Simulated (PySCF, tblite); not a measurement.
# 1,3,4-Thiadiazole (C₂H₂N₂S): isotopologues and vibrational averages

How do isotopes change the rotational constants and shieldings of 1,3,4-Thiadiazole (C₂H₂N₂S) (`c1nncs1`)?

Programs: PySCF 2.14.0 with density-fitted response routines of our own, and tblite 0.8.0. All values are computed, except where a source is named. Atoms count from 0 throughout.

## (1) The molecule as given

7 atoms, charge 0, multiplicity 1; geometry from: force field or distance geometry start.

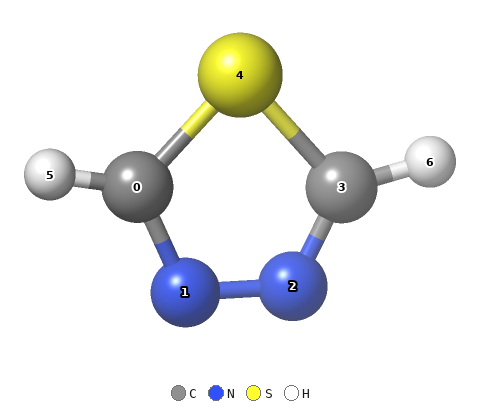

The starting geometry (carbon grey, nitrogen blue, sulfur yellow, hydrogen white), atoms numbered.

## (2) GFN2-xTB relaxation, lowest of a short conformer search

The job: settings as JSON, then the geometry in Å.

```
{"job": {"xc": "GFN2-xTB", "basis": "xTB", "kind": "relax"}, "charge": 0, "multiplicity": 1}
C      1.208200    -0.142000    -0.057100
N      0.611000     1.009700    -0.566600
N     -0.639800     1.014100    -0.412400
C     -1.200900    -0.022200     0.091700
S      0.030200    -1.271400     0.608900
H      2.238800    -0.326800    -0.072600
H     -2.234000    -0.241700     0.299700
```

Launch:

```sh
> OMP_NUM_THREADS=1 python ens_run.py task.json out
```

This one command runs the whole study; its stages follow in the order run.

Output:

```text
step      E/eV     max force
  0    -390.20384    5.030
  1    -390.57445    1.367
  2    -390.61803    0.511
  3    -390.63135    0.330
  4    -390.63442    0.178
  5    -390.63648    0.132
  6    -390.63707    0.076
  7    -390.63737    0.048
  8    -390.63751    0.035
  9    -390.63763    0.039
 10    -390.63770    0.033
 11    -390.63775    0.022
 12    -390.63778    0.012
 13    -390.63779    0.009
 14    -390.63780    0.008
 15    -390.63780    0.007
 16    -390.63781    0.006
 17    -390.63781    0.006
 18    -390.63781    0.004
```

It took 0.18 s on 1 thread of Intel Xeon Platinum 8375C at 2.90GHz, shared host.

The energy fell by 0.434 eV, and the atoms moved 0.05 Å (root mean square).

## (3) Tight optimisation and Hessian

The job: settings as JSON, then the geometry in Å.

```
{"job": {"xc": "PBE0", "basis": "pcSseg-1", "grid": 2, "temperatures": [300, 1000], "kind": "geom"}, "charge": 0, "multiplicity": 1}
C      1.172406    -0.112392    -0.069120
N      0.646403     0.959241    -0.533052
N     -0.672177     0.990560    -0.425630
C     -1.165993    -0.056635     0.121898
S      0.020953    -1.241709     0.579033
H      2.224379    -0.312071    -0.072023
H     -2.212636    -0.207376     0.290584
```

Output:

```text
step   0  E = -15909.8455421 eV  max force = 1.03987
step   1  E = -15909.8878094 eV  max force = 0.13799
step   2  E = -15909.8882886 eV  max force = 0.02221
step   3  E = -15909.8883150 eV  max force = 0.00051
step   4  E = -15909.8883150 eV  max force = 0.00051
step   5  E = -15909.8883150 eV  max force = 0.00015
harmonic wavenumbers (cm-1): 504.2 640.2 645.6 759.2 818.1 844.4 911.7 916.5 1051.5 1218.8 1284.6 1470.2 1492.7 3258.1 3262.2
```

Wall time 4.3 min (1 thread of Intel Xeon Platinum 8375C at 2.90GHz, shared host); peak memory 0.54 GiB.

## (4) Displacements along the modes, parent

The job: settings as JSON, then the geometry in Å.

```
{"job": {"xc": "PBE0", "basis": "pcSseg-1", "grid": 2, "temperatures": [300, 1000], "kind": "vib", "mass_numbers": [12, 14, 14, 12, 32, 1, 1]}, "charge": 0, "multiplicity": 1}
C      1.174581    -0.119866    -0.065844
N      0.661988     0.969989    -0.539933
N     -0.688282     1.001961    -0.429614
C     -1.167864    -0.064401     0.125524
S      0.020843    -1.234580     0.575172
H      2.241065    -0.319645    -0.069386
H     -2.228996    -0.213840     0.295771
```

Output:

```text
mode    cm-1    km/mol   phi_rrr   E(+)/cm-1  E(-)/cm-1
  1    504.17     7.36       0.1      90.81      90.85
  2    640.16     0.75     -56.0     113.21     117.24
  3    645.62     0.00      -0.0     116.32     116.31
  4    759.22     7.11       0.9     136.94     136.80
  5    818.11     0.00      -0.2     150.16     150.08
  6    844.41    52.47       0.1     154.68     154.72
  7    911.68    55.91    -132.3     159.45     168.97
  8    916.52     7.76       0.5     164.94     165.01
  9   1051.47    20.42    -314.6     178.54     201.17
 10   1218.75     8.38      -0.2     220.20     219.97
 11   1284.62     0.23      28.1     232.52     230.51
 12   1470.21    42.36    -369.4     251.77     278.35
 13   1492.74     2.21       0.1     269.13     269.13
 14   3258.15     6.20     107.1     592.97     585.25
 15   3262.19     0.51    1373.7     639.22     540.46
```

Run time: 4.5 min. Hardware: 1 thread of Intel Xeon Platinum 8375C at 2.90GHz, shared host; peak memory 0.53 GiB.

## (5) Displacements along the modes, 2H at atom 5

The job: settings as JSON, then the geometry in Å.

```
{"job": {"xc": "PBE0", "basis": "pcSseg-1", "grid": 2, "temperatures": [300, 1000], "kind": "vib", "mass_numbers": [12, 14, 14, 12, 32, 2, 1]}, "charge": 0, "multiplicity": 1}
C      1.174581    -0.119866    -0.065844
N      0.661988     0.969989    -0.539933
N     -0.688282     1.001961    -0.429614
C     -1.167864    -0.064401     0.125524
S      0.020843    -1.234580     0.575172
H      2.241065    -0.319645    -0.069386
H     -2.228996    -0.213840     0.295771
```

Output:

```text
mode    cm-1    km/mol   phi_rrr   E(+)/cm-1  E(-)/cm-1
  1    478.15    10.59      -0.1      86.21      86.16
  2    634.17     1.44     -53.2     112.24     116.06
  3    642.64     1.57      -0.1     115.75     115.79
  4    653.13     4.84       0.0     118.97     119.02
  5    741.04     8.45     -40.8     132.11     134.94
  6    815.05    21.41     -34.7     145.81     148.23
  7    832.02    28.18      -0.1     155.15     155.13
  8    913.59    27.85     -81.0     161.55     167.47
  9    964.83     6.42    -110.6     169.78     177.78
 10   1106.09    23.63    -210.0     192.01     206.99
 11   1262.45     2.09     -10.5     227.46     228.34
 12   1454.47    44.77    -434.1     246.76     278.01
 13   1486.77     5.53     319.7     279.70     256.70
 14   2415.38     1.18    1199.5     480.68     394.49
 15   3260.28     3.33    1948.0     662.10     522.31
```

Wall time 4.6 min (1 thread of Intel Xeon Platinum 8375C at 2.90GHz, shared host); peak memory 0.59 GiB.

## (6) Displacements along the modes, 34S at atom 4

The job: settings as JSON, then the geometry in Å.

```
{"job": {"xc": "PBE0", "basis": "pcSseg-1", "grid": 2, "temperatures": [300, 1000], "kind": "vib", "mass_numbers": [12, 14, 14, 12, 34, 1, 1]}, "charge": 0, "multiplicity": 1}
C      1.174581    -0.119866    -0.065844
N      0.661988     0.969989    -0.539933
N     -0.688282     1.001961    -0.429614
C     -1.167864    -0.064401     0.125524
S      0.020843    -1.234580     0.575172
H      2.241065    -0.319645    -0.069386
H     -2.228996    -0.213840     0.295771
```

Output:

```text
mode    cm-1    km/mol   phi_rrr   E(+)/cm-1  E(-)/cm-1
  1    502.16     7.47       0.1      90.45      90.49
  2    628.88     0.81     -55.6     111.19     115.20
  3    645.62     0.00      -0.0     116.32     116.31
  4    752.20     7.24       0.8     135.67     135.53
  5    818.11     0.00      -0.2     150.16     150.08
  6    844.36    52.46       0.1     154.67     154.71
  7    910.99    55.61    -130.3     159.40     168.78
  8    916.25     7.63       0.4     164.89     164.97
  9   1051.46    20.46    -314.4     178.55     201.16
 10   1218.70     8.41      -0.2     220.19     219.96
 11   1284.29     0.24      28.3     232.48     230.44
 12   1470.21    42.35    -369.4     251.77     278.36
 13   1492.70     2.22       0.1     269.12     269.13
 14   3258.15     6.20     107.1     592.97     585.25
 15   3262.19     0.51    1373.7     639.22     540.46
```

It took 5.2 min on 1 thread of Intel Xeon Platinum 8375C at 2.90GHz, shared host; peak memory 0.59 GiB.

## (7) Displacements along the modes, 2H at atom 5, 2H at atom 6

The job: settings as JSON, then the geometry in Å.

```
{"job": {"xc": "PBE0", "basis": "pcSseg-1", "grid": 2, "temperatures": [300, 1000], "kind": "vib", "mass_numbers": [12, 14, 14, 12, 32, 2, 2]}, "charge": 0, "multiplicity": 1}
C      1.174581    -0.119866    -0.065844
N      0.661988     0.969989    -0.539933
N     -0.688282     1.001961    -0.429614
C     -1.167864    -0.064401     0.125524
S      0.020843    -1.234580     0.575172
H      2.241065    -0.319645    -0.069386
H     -2.228996    -0.213840     0.295771
```

Output:

```text
mode    cm-1    km/mol   phi_rrr   E(+)/cm-1  E(-)/cm-1
  1    455.28    12.96      -0.1      82.12      82.06
  2    626.26     0.00      -0.1     113.49     113.44
  3    628.16     2.25     -50.0     111.27     114.87
  4    648.16     0.00      -0.0     116.88     116.90
  5    669.23    17.50      -0.0     121.34     121.32
  6    731.16     5.50      -0.7     131.65     131.84
  7    787.99    37.21     -42.6     140.49     143.55
  8    834.34     0.13      -0.1     150.43     150.31
  9    946.77     3.20     125.6     175.06     166.02
 10    995.12    17.03      -0.1     179.13     179.23
 11   1168.06    17.08    -317.7     199.41     222.26
 12   1444.98    53.43    -409.0     245.85     275.28
 13   1474.87     2.29       0.5     265.90     265.87
 14   2411.23     1.84      22.7     436.21     434.56
 15   2419.68     0.51     844.6     467.27     406.53
```

It took 4.2 min on 1 thread of Intel Xeon Platinum 8375C at 2.90GHz, shared host; peak memory 0.59 GiB.

## (8) Displacements along the modes, 15N at atom 1

The job: settings as JSON, then the geometry in Å.

```
{"job": {"xc": "PBE0", "basis": "pcSseg-1", "grid": 2, "temperatures": [300, 1000], "kind": "vib", "mass_numbers": [12, 15, 14, 12, 32, 1, 1]}, "charge": 0, "multiplicity": 1}
C      1.174581    -0.119866    -0.065844
N      0.661988     0.969989    -0.539933
N     -0.688282     1.001961    -0.429614
C     -1.167864    -0.064401     0.125524
S      0.020843    -1.234580     0.575172
H      2.241065    -0.319645    -0.069386
H     -2.228996    -0.213840     0.295771
```

Output:

```text
mode    cm-1    km/mol   phi_rrr   E(+)/cm-1  E(-)/cm-1
  1    502.73     7.16       0.1      90.55      90.59
  2    637.65     0.65     -53.3     112.85     116.69
  3    637.72     0.04      -1.0     114.84     114.92
  4    756.99     6.68      10.8     136.89     136.04
  5    817.65     0.00      -0.2     150.10     150.02
  6    844.30    52.59       0.1     154.66     154.70
  7    906.70    13.02      29.5     164.23     162.21
  8    911.60    51.39     124.8     168.70     159.69
  9   1039.33    19.78    -323.9     176.04     199.33
 10   1216.86     8.13      -8.5     219.33     220.19
 11   1276.91     0.66     -10.0     229.77     230.49
 12   1457.47    35.60     412.8     277.78     248.09
 13   1485.82     7.87    -383.8     254.29     281.91
 14   3258.14     6.20     112.2     593.15     585.07
 15   3262.18     0.51    1373.9     639.22     540.46
```

Run time: 4.5 min. Hardware: 1 thread of Intel Xeon Platinum 8375C at 2.90GHz, shared host; peak memory 0.52 GiB.

## (9) Displacements along the modes, 13C at atom 0

The job: settings as JSON, then the geometry in Å.

```
{"job": {"xc": "PBE0", "basis": "pcSseg-1", "grid": 2, "temperatures": [300, 1000], "kind": "vib", "mass_numbers": [13, 14, 14, 12, 32, 1, 1]}, "charge": 0, "multiplicity": 1}
C      1.174581    -0.119866    -0.065844
N      0.661988     0.969989    -0.539933
N     -0.688282     1.001961    -0.429614
C     -1.167864    -0.064401     0.125524
S      0.020843    -1.234580     0.575172
H      2.241065    -0.319645    -0.069386
H     -2.228996    -0.213840     0.295771
```

Output:

```text
mode    cm-1    km/mol   phi_rrr   E(+)/cm-1  E(-)/cm-1
  1    498.55     6.94      -0.1      89.83      89.79
  2    637.97     0.75     -55.1     112.84     116.82
  3    642.35     0.03       0.0     115.73     115.73
  4    751.23     7.33     -20.4     134.73     136.12
  5    815.61     0.52       0.2     149.71     149.79
  6    841.96    52.28       0.1     154.36     154.39
  7    895.19    44.57    -109.9     157.28     165.16
  8    914.49    15.89      41.0     166.16     163.11
  9   1050.29    22.19     307.9     200.71     178.56
 10   1216.22     7.94       2.2     219.85     219.44
 11   1282.30     0.36     -30.8     230.00     232.22
 12   1446.83    32.20    -453.8     244.80     277.43
 13   1485.08    10.66    -439.5     252.24     283.85
 14   3248.80     4.36    1856.4     656.54     523.25
 15   3260.58     2.40    1879.7     659.44     524.53
```

Run time: 5 min. Hardware: 1 thread of Intel Xeon Platinum 8375C at 2.90GHz, shared host; peak memory 0.52 GiB.

## (10) Vibrational averages by isotopologue

The job: settings as JSON, then the geometry in Å.

```
{"job": {"xc": "PBE0", "basis": "pcSseg-1", "grid": 2, "temperatures": [300, 1000], "kind": "iso"}, "charge": 0, "multiplicity": 1}
C      1.174581    -0.119866    -0.065844
N      0.661988     0.969989    -0.539933
N     -0.688282     1.001961    -0.429614
C     -1.167864    -0.064401     0.125524
S      0.020843    -1.234580     0.575172
H      2.241065    -0.319645    -0.069386
H     -2.228996    -0.213840     0.295771
```

Output:

```text
parent
  Be/MHz 8998.921 5574.379 3442.144
  B0/MHz 8928.533 5545.726 3418.716
  ZPE/cm-1 9539.0
  <sigma>(0 K)/ppm 28.316 -163.481 -163.479 28.317 199.398 22.250 22.250
2H at atom 5
  Be/MHz 8262.882 5573.556 3328.432
  B0/MHz 8201.569 5544.694 3306.122
  ZPE/cm-1 8830.0
  <sigma>(0 K)/ppm 28.579 -163.109 -163.426 28.389 200.288 22.335 22.251
34S at atom 4
  Be/MHz 8998.921 5412.272 3379.637
  B0/MHz 8928.672 5384.645 3356.814
  ZPE/cm-1 9528.1
  <sigma>(0 K)/ppm 28.326 -163.490 -163.488 28.326 199.486 22.250 22.250
2H at atom 5, 2H at atom 6
  Be/MHz 7624.207 5572.986 3219.594
  B0/MHz 7570.534 5543.965 3198.404
  ZPE/cm-1 8120.6
  <sigma>(0 K)/ppm 28.656 -163.075 -163.074 28.655 201.125 22.339 22.339
15N at atom 1
  Be/MHz 8930.233 5475.475 3394.298
  B0/MHz 8860.866 5447.453 3371.354
  ZPE/cm-1 9506.0
  <sigma>(0 K)/ppm 28.339 -163.387 -163.417 28.315 199.471 22.251 22.250
13C at atom 0
  Be/MHz 8784.619 5573.908 3410.145
  B0/MHz 8716.187 5545.546 3387.032
  ZPE/cm-1 9493.7
  <sigma>(0 K)/ppm 28.355 -163.393 -163.477 28.327 199.569 22.252 22.250
```

Run time: 33 min. Hardware: 1 thread of Intel Xeon Platinum 8375C at 2.90GHz, shared host; peak memory 0.59 GiB. This counts the whole study up to here.

Rotational constants (MHz) at equilibrium and in the ground state:

```csv
isotopologue,Be,B0,zero-point change (cm⁻¹)
parent,"8998.9, 5574.4, 3442.1","8928.5, 5545.7, 3418.7",0.0
2H at atom 5,"8262.9, 5573.6, 3328.4","8201.6, 5544.7, 3306.1",-709.0
34S at atom 4,"8998.9, 5412.3, 3379.6","8928.7, 5384.6, 3356.8",-10.9
"2H at atom 5, 2H at atom 6","7624.2, 5573.0, 3219.6","7570.5, 5544.0, 3198.4",-1418.4
15N at atom 1,"8930.2, 5475.5, 3394.3","8860.9, 5447.5, 3371.4",-33.0
13C at atom 0,"8784.6, 5573.9, 3410.1","8716.2, 5545.5, 3387.0",-45.3
```

Shieldings of the first species (ppm): at equilibrium, the vibrational parts at 0 K, and the averages:

```csv
atom,equilibrium,anharmonic,harmonic,0 K,300 K,1000 K
C0,31.86,-1.76,-1.78,28.32,28.12,25.92
N1,-155.11,-3.58,-4.78,-163.48,-163.84,-169.77
N2,-155.12,-3.58,-4.78,-163.48,-163.84,-169.75
C3,31.86,-1.76,-1.78,28.32,28.12,25.91
S4,221.63,-8.83,-13.40,199.40,197.92,177.94
H5,22.69,-0.12,-0.32,22.25,22.24,22.10
H6,22.69,-0.12,-0.32,22.25,22.24,22.10
```

Isotope effects on the shieldings at 0 K (ppb; positive means more shielded):

```csv
atom,2H at atom 5,34S at atom 4,"2H at atom 5, 2H at atom 6",15N at atom 1,13C at atom 0
C0,263,10,340,22,38
N1,372,-9,406,94,88
N2,52,-9,404,61,1
C3,72,10,338,-2,11
S4,890,88,1727,73,171
H5,85,0,89,1,2
H6,1,0,89,0,0
```

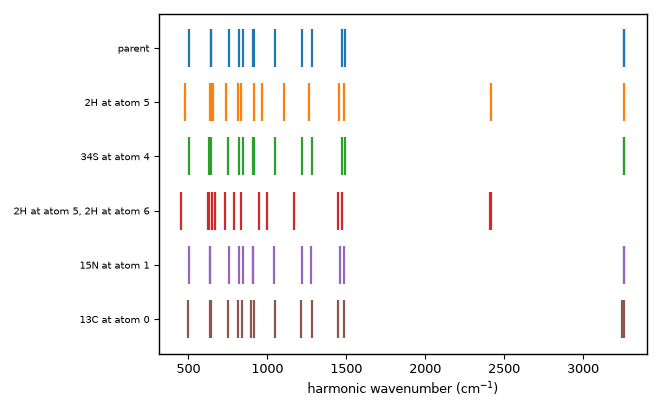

Harmonic wavenumbers of each isotopologue.

## (11) Outcome

```
                  quantity                       value
               point group                         C2v
   B0 of the first species  8928.5, 5545.7, 3418.7 MHz
         zero-point energy                   9539 cm⁻¹
zero-point change of σ(S4)                  -22.24 ppm
```

**Reading.** Zero-point motion changes the shielding of S4 most, by -22.24 ppm. The largest secondary isotope effect is 1727 ppb on S4, 2 bonds from the change (2H at atom 5, 2H at atom 6).
